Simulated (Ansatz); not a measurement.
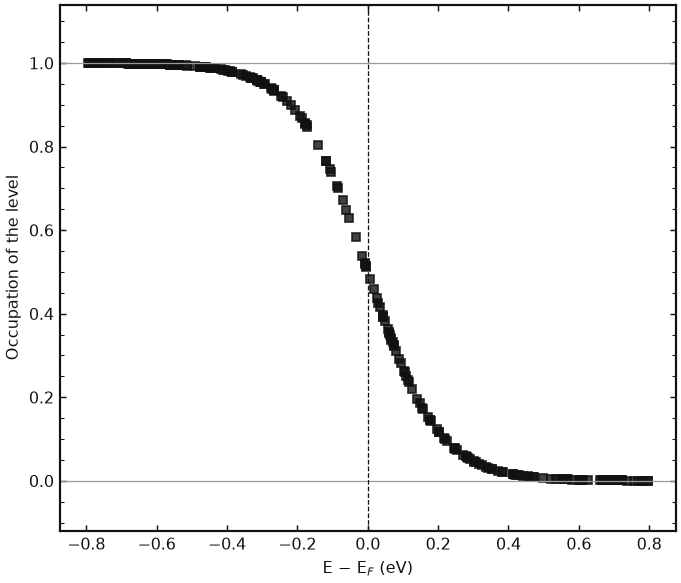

Occupations of the one-electron levels of the k mesh against their energy, from a run on GdB2Rh3 (amorphous cell), 6 atoms in the cell, with Ansatz.

### Which smearing scheme was used (Fermi-Dirac, Gaussian, Methfessel-Paxton or cold), and about what width?

Fermi-Dirac smearing with a width of 0.1 eV. The occupations stay between 0 and 1 and have long exponential tails; the slope at the Fermi level is 1/(4 × width).
